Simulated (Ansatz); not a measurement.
**Geometry relaxation of SiH₂Cl₂**

SiH₂Cl₂, computed with RKS PBE0-D4/def2-TZVP (Ansatz 0.2.0).

Figures and captions count atoms from 1; the log counts them from 0 in places.

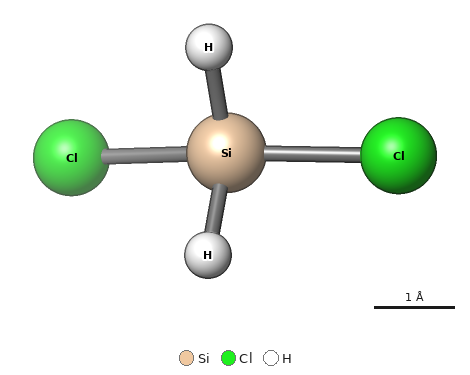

Figure 1. The structure as given in the input (ball-and-stick view, seen at a tilt). Bond lengths as drawn: Cl–Si 2.21 Å and H–Si 1.47 Å.

Summary:

| quantity | value |
| --- | --- |
| outcome | converged |
| total energy | −32947.7522 eV |
| mean-field energy | −32947.6490 eV |
| dispersion energy | −0.1032 eV |
| SCF solution under orbital rotations | stable |
| largest force (length of the vector) at the end | 0.001 eV/Å |
| dipole moment | 1.15 D |
| hardware | 4 threads of Intel Xeon @ 2.50GHz, 180 GiB of memory available, shared host |
| wall time | 20 s (CPU time 65 s) |
| peak memory | 0.48 GiB |

Input:
```yaml
crystal:
  periodic: [false, false, false]
  atoms:
    - {symbol: Si, position_ang: [0.115801, 0.133609, -0.689465]}
    - {symbol: Cl, position_ang: [0.062472, -2.069210, -0.794371]}
    - {symbol: H, position_ang: [1.469010, 0.248303, -1.245733]}
    - {symbol: H, position_ang: [-1.134093, 0.273700, -1.450316]}
    - {symbol: Cl, position_ang: [0.039291, 2.216705, 0.032656]}
basis:
  gaussian: {orbitals: def2-TZVP}
hamiltonian: {xc: pbe0, dispersion: d4}
relax: {f_tol: 0.005, max_steps: 200}
```

Launched with:
```bash
ansatz run in.yaml --threads 4 --pin off --events-out ev --progress --plain --max-ram 9574MiB
```

Output:
```
Functional definition: PBE0
  name "PBE0"
  cite "Adamo & Barone, J. Chem. Phys. 110, 6158 (1999) doi:10.1063/1.478522"
  cite "Perdew, Burke & Ernzerhof, Phys. Rev. Lett. 77, 3865 (1996) doi:10.1103/PhysRevLett.77.3865"
  parent pbe
  parameter a = 0.25
  parameter kappa = 0.804
  parameter beta = 0.06672455060314922
  exchange = (1 - a)*pbe_x(kappa = kappa, mu = beta*pi^2/3) + a*exact_x
  correlation = pbe_c(beta = beta)
892 factors; their error is unknown
mean field evaluation 1: about -32945.0912 eV, gradient 1.7e1 eV
mean field evaluation 2: about -32945.0169 eV, gradient 1.9e1 eV
mean field evaluation 4: about -32945.8029 eV, gradient 8.9e-1 eV
mean field evaluation 8: about -32945.9137 eV, gradient 1.0e-2 eV
mean field -32945.91368068 eV, -1210.7399962226 hartree, gradient 2.0e-5 eV, S^2 0.000000; 0 other end points of the search recorded, 0 dependent functions left out
the calculation of the forces begins
reference -32945.91370845 eV, -1210.7399972433 hartree; 25, 25 occupied and 98, 98 virtual orbitals, 892 factors
relax step   1: F+E_penalty+E_count = -32946.00628362 eV  Δ(F+E_penalty+E_count) = +0.000e0 eV  max|allowed force component| = 1.821e0 eV/Å  Δτ_max = 0.0000 Å  (24 SCF iters, accepted)
these checks for a lower state are left out or cut short: starts, cluster_reference, orbital_swaps, neighbouring_geometries, increment
892 factors; their error is unknown
mean field evaluation 16: about -32946.5391 eV, gradient 4.8e-1 eV
mean field -32946.65009166 eV, -1210.7670588271 hartree, gradient 8.6e-5 eV, S^2 0.000000; 0 other end points of the search recorded, 0 dependent functions left out
the calculation of the forces begins
reference -32946.65011946 eV, -1210.7670598486 hartree; 25, 25 occupied and 98, 98 virtual orbitals, 892 factors
relax step   2: F+E_penalty+E_count = -32946.74492342 eV  Δ(F+E_penalty+E_count) = -7.386e-1 eV  max|allowed force component| = 1.577e0 eV/Å  Δτ_max = 0.1947 Å  (29 SCF iters, accepted)
these checks for a lower state are left out or cut short: starts, cluster_reference, orbital_swaps, neighbouring_geometries, increment
892 factors; their error is unknown
mean field -32947.11564704 eV, -1210.7841676718 hartree, gradient 1.9e-5 eV, S^2 0.000000; 0 other end points of the search recorded, 0 dependent functions left out
the calculation of the forces begins
reference -32947.11567421 eV, -1210.7841686700 hartree; 25, 25 occupied and 98, 98 virtual orbitals, 892 factors
relax step   3: F+E_penalty+E_count = -32947.21474896 eV  Δ(F+E_penalty+E_count) = -4.698e-1 eV  max|allowed force component| = 8.290e-1 eV/Å  Δτ_max = 0.1948 Å  (28 SCF iters, accepted)
these checks for a lower state are left out or cut short: starts, cluster_reference, orbital_swaps, neighbouring_geometries, increment
892 factors; their error is unknown
mean field evaluation 32: about -32947.4976 eV, gradient 1.2e-5 eV
mean field -32947.49756548 eV, -1210.7982029154 hartree, gradient 6.9e-5 eV, S^2 0.000000; 0 other end points of the search recorded, 0 dependent functions left out
the calculation of the forces begins
reference -32947.49759285 eV, -1210.7982039214 hartree; 25, 25 occupied and 98, 98 virtual orbitals, 892 factors
relax step   4: F+E_penalty+E_count = -32947.59843315 eV  Δ(F+E_penalty+E_count) = -3.837e-1 eV  max|allowed force component| = 4.561e-1 eV/Å  Δτ_max = 0.1952 Å  (29 SCF iters, accepted)
these checks for a lower state are left out or cut short: starts, cluster_reference, orbital_swaps, neighbouring_geometries, increment
892 factors; their error is unknown
mean field -32947.64720692 eV, -1210.8037021368 hartree, gradient 6.2e-5 eV, S^2 0.000000; 0 other end points of the search recorded, 0 dependent functions left out
the calculation of the forces begins
reference -32947.64723433 eV, -1210.8037031444 hartree; 25, 25 occupied and 98, 98 virtual orbitals, 892 factors
relax step   5: F+E_penalty+E_count = -32947.75049367 eV  Δ(F+E_penalty+E_count) = -1.521e-1 eV  max|allowed force component| = 1.097e-1 eV/Å  Δτ_max = 0.1951 Å  (29 SCF iters, accepted)
these checks for a lower state are left out or cut short: starts, cluster_reference, orbital_swaps, neighbouring_geometries, increment
892 factors; their error is unknown
mean field -32947.64843565 eV, -1210.8037472919 hartree, gradient 6.1e-5 eV, S^2 0.000000; 0 other end points of the search recorded, 0 dependent functions left out
the calculation of the forces begins
reference -32947.64846307 eV, -1210.8037482995 hartree; 25, 25 occupied and 98, 98 virtual orbitals, 892 factors
relax step   6: F+E_penalty+E_count = -32947.75155406 eV  Δ(F+E_penalty+E_count) = -1.060e-3 eV  max|allowed force component| = 1.136e-1 eV/Å  Δτ_max = 0.0119 Å  (24 SCF iters, accepted)
these checks for a lower state are left out or cut short: starts, cluster_reference, orbital_swaps, neighbouring_geometries, increment
892 factors; their error is unknown
mean field -32947.64888376 eV, -1210.8037637597 hartree, gradient 6.1e-5 eV, S^2 0.000000; 0 other end points of the search recorded, 0 dependent functions left out
the calculation of the forces begins
reference -32947.64891118 eV, -1210.8037647674 hartree; 25, 25 occupied and 98, 98 virtual orbitals, 892 factors
relax step   7: F+E_penalty+E_count = -32947.75210484 eV  Δ(F+E_penalty+E_count) = -5.508e-4 eV  max|allowed force component| = 2.064e-2 eV/Å  Δτ_max = 0.0100 Å  (24 SCF iters, accepted)
these checks for a lower state are left out or cut short: starts, cluster_reference, orbital_swaps, neighbouring_geometries, increment
892 factors; their error is unknown
mean field -32947.64893502 eV, -1210.8037656436 hartree, gradient 1.2e-5 eV, S^2 0.000000; 0 other end points of the search recorded, 0 dependent functions left out
the calculation of the forces begins
reference -32947.64896245 eV, -1210.8037666513 hartree; 25, 25 occupied and 98, 98 virtual orbitals, 892 factors
relax step   8: F+E_penalty+E_count = -32947.75214147 eV  Δ(F+E_penalty+E_count) = -3.663e-5 eV  max|allowed force component| = 5.213e-3 eV/Å  Δτ_max = 0.0019 Å  (20 SCF iters, accepted)
these checks for a lower state are left out or cut short: starts, cluster_reference, orbital_swaps, neighbouring_geometries, increment
892 factors; their error is unknown
mean field -32947.64893223 eV, -1210.8037655410 hartree, gradient 1.1e-5 eV, S^2 0.000000; 0 other end points of the search recorded, 0 dependent functions left out
the calculation of the forces begins
reference -32947.64895965 eV, -1210.8037665487 hartree; 25, 25 occupied and 98, 98 virtual orbitals, 892 factors
relax step   9: F+E_penalty+E_count = -32947.75214295 eV  Δ(F+E_penalty+E_count) = -1.484e-6 eV  max|allowed force component| = 1.116e-3 eV/Å  Δτ_max = 0.0002 Å  (17 SCF iters, accepted)
892 factors; their error is unknown
mean field evaluation 64: about -32947.5394 eV, gradient 9.2e-1 eV
```

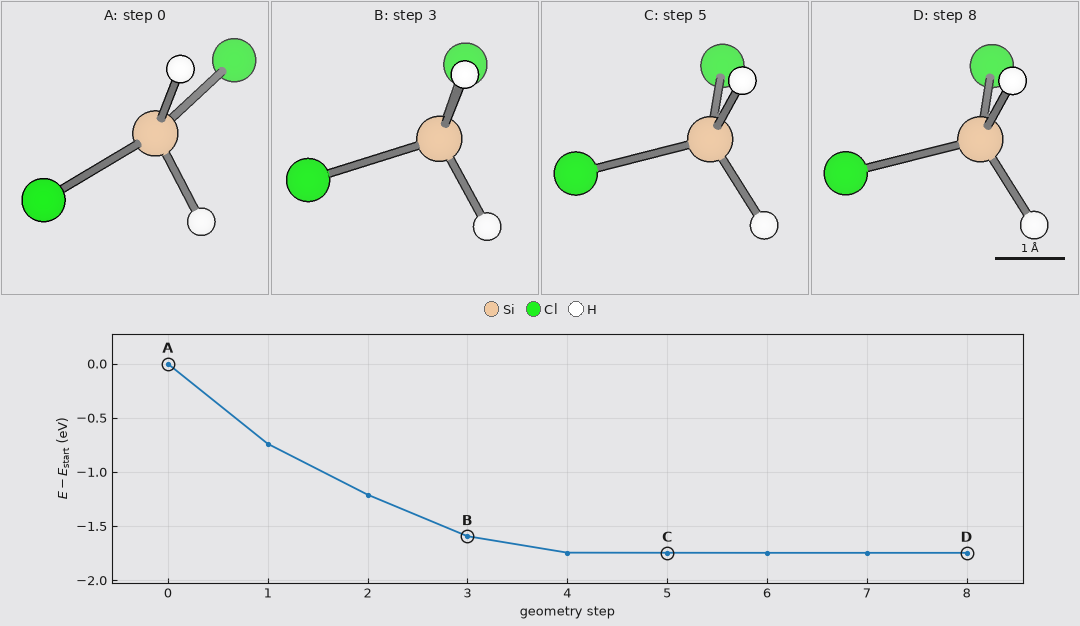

Figure 2. Frames of the relaxation (ball-and-stick view, seen at a tilt) above the curves, on which the letters mark them (the first geometry is step 0 here and step 1 in the log).

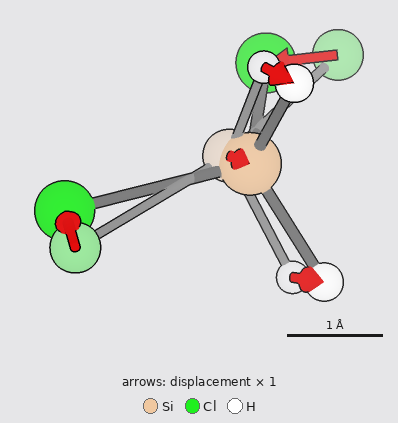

Figure 3. Start (faint) and end (solid) with the displacements as red arrows, at true length (ball-and-stick view, seen at a tilt). The two geometries are laid on each other by the best rigid fit. After 8 geometry steps the energy has fallen by 1.746 eV. Largest force component: 1.8 eV/Å at the start, 0.0011 eV/Å at the end. The largest moves after the best rigid fit, 0.76 Å, are those of Cl2 and Cl5. Largest moves by element: Cl 0.76 Å, H 0.45 Å, Si 0.28 Å. Among the contacts that change: Si1–Cl2 2.206 → 2.040 Å, Si1–H3 1.468 → 1.475 Å. Among the angles that change: Cl2–Si1–Cl5 163.3° → 110.1°, Cl2–Si1–H4 92.9° → 108.5°, Cl2–Si1–H3 94.7° → 108.5°. (Atoms are counted from 1 in the order of the input.)

```
mean field -32947.64893223 eV, -1210.8037655410 hartree, gradient 1.3e-5 eV, S^2 0.000000; 1 other end points of the search recorded, 0 dependent functions left out
the calculation of the forces begins
reference -32947.64895965 eV, -1210.8037665487 hartree; 25, 25 occupied and 98, 98 virtual orbitals, 892 factors
Total energy: -32947.75217037 eV, -1210.8075594727 hartree
Atom 0 at     0.123236     0.187230    -0.966983 Å, force     0.000131    -0.000208     0.001080 eV/Å
Atom 1 at     0.026124    -1.676001    -0.141151 Å, force    -0.000038     0.001116    -0.000486 eV/Å
Atom 2 at     1.420842     0.327039    -1.655146 Å, force    -0.000110    -0.000011     0.000053 eV/Å
Atom 3 at    -1.026080     0.356527    -1.876550 Å, force     0.000044    -0.000042     0.000219 eV/Å
Atom 4 at     0.008360     1.608313     0.492601 Å, force    -0.000028    -0.000856    -0.000866 eV/Å
Dipole moment:     0.021694     0.045290    -0.234100 e Å
```

Trajectory as extended XYZ (Å, eV, eV/Å), 9 frames, from step=1 to step=9:
```
5
Properties=species:S:1:pos:R:3:forces:R:3 step=1 energy=-32946.00628
Si    0.1158    0.1336   -0.6895   -0.1402   0.3198  -1.6586
Cl    0.0625   -2.0692   -0.7944    0.0220   1.5013   1.1478
H     1.4690    0.2483   -1.2457    0.0919  -0.0063   0.0349
H    -1.1341    0.2737   -1.4503   -0.0137   0.0058  -0.0308
Cl    0.0393    2.2167    0.0327    0.0400  -1.8207   0.5067
5
Properties=species:S:1:pos:R:3:forces:R:3 step=2 energy=-32946.74492
Si    0.1149    0.1635   -0.8445    0.0077  -0.0021   0.0132
Cl    0.0617   -1.9838   -0.6194   -0.0210   1.4248   0.6825
H     1.5028    0.2605   -1.3080   -0.0472   0.0729  -0.3794
H    -1.1666    0.2905   -1.5385    0.0654   0.0813  -0.4194
Cl    0.0398    2.0723    0.1632   -0.0048  -1.5769   0.1032
5
Properties=species:S:1:pos:R:3:forces:R:3 step=3 energy=-32947.21475
Si    0.1174    0.1713   -0.8846    0.0749   0.1129  -0.5837
Cl    0.0539   -1.8320   -0.4974   -0.0630  -0.1490   0.8290
H     1.4960    0.2737   -1.3768   -0.0501   0.1001  -0.5202
H    -1.1487    0.3041   -1.6084    0.1011   0.1067  -0.5501
Cl    0.0338    1.8860    0.2200   -0.0629  -0.1706   0.8250
5
Properties=species:S:1:pos:R:3:forces:R:3 step=4 energy=-32947.59843
Si    0.1238    0.1836   -0.9479   -0.0216  -0.0420   0.2160
Cl    0.0377   -1.7732   -0.3121   -0.0098   0.3650   0.3154
H     1.4770    0.3004   -1.5155   -0.1197   0.0645  -0.3375
H    -1.1047    0.3301   -1.7419    0.1564   0.0686  -0.3508
Cl    0.0186    1.7622    0.3701   -0.0053  -0.4561   0.1570
5
Properties=species:S:1:pos:R:3:forces:R:3 step=5 energy=-32947.75049
Si    0.1217    0.1883   -0.9726    0.0194   0.0049  -0.0254
Cl    0.0285   -1.6731   -0.1449   -0.0113  -0.0347   0.0077
H     1.4329    0.3251   -1.6446   -0.1062   0.0036  -0.0216
H    -1.0413    0.3558   -1.8732    0.1097  -0.0031   0.0193
Cl    0.0107    1.6071    0.4881   -0.0116   0.0293   0.0201
5
Properties=species:S:1:pos:R:3:forces:R:3 step=6 energy=-32947.75155
Si    0.1216    0.1863   -0.9623    0.0197   0.0220  -0.1136
Cl    0.0277   -1.6814   -0.1477   -0.0081   0.0088   0.0275
H     1.4228    0.3261   -1.6505   -0.0531  -0.0043   0.0211
H    -1.0295    0.3562   -1.8752    0.0494  -0.0080   0.0427
Cl    0.0099    1.6158    0.4885   -0.0080  -0.0184   0.0223
5
Properties=species:S:1:pos:R:3:forces:R:3 step=7 energy=-32947.75210
Si    0.1238    0.1872   -0.9667   -0.0065   0.0040  -0.0206
Cl    0.0256   -1.6757   -0.1399    0.0027   0.0031  -0.0042
H     1.4215    0.3274   -1.6569   -0.0162  -0.0029   0.0144
H    -1.0262    0.3567   -1.8774    0.0172  -0.0029   0.0156
Cl    0.0078    1.6075    0.4937    0.0028  -0.0013  -0.0051
5
Properties=species:S:1:pos:R:3:forces:R:3 step=8 energy=-32947.75214
Si    0.1233    0.1872   -0.9671   -0.0007  -0.0010   0.0052
Cl    0.0261   -1.6762   -0.1411    0.0003   0.0050  -0.0021
H     1.4210    0.3270   -1.6552   -0.0009  -0.0001   0.0004
H    -1.0262    0.3565   -1.8765    0.0008  -0.0001   0.0004
Cl    0.0083    1.6085    0.4927    0.0004  -0.0039  -0.0038
5
Properties=species:S:1:pos:R:3:forces:R:3 step=9 energy=-32947.75214
Si    0.1232    0.1872   -0.9670    0.0001  -0.0002   0.0011
Cl    0.0261   -1.6760   -0.1412    0.0000   0.0011  -0.0005
H     1.4208    0.3270   -1.6551   -0.0001   0.0000   0.0001
H    -1.0261    0.3565   -1.8765    0.0000   0.0000   0.0002
Cl    0.0084    1.6083    0.4926    0.0000  -0.0009  -0.0009
```

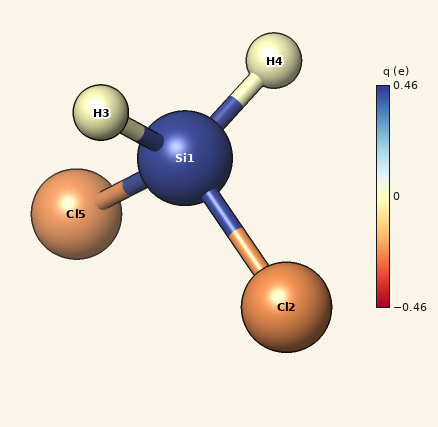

Figure 4. Mulliken charges, as the colour of each atom (ball-and-stick view, seen at a tilt; atoms are numbered from 1 in the order of the input). By element: Si +0.44, Cl −0.22 and H 0.00 e.
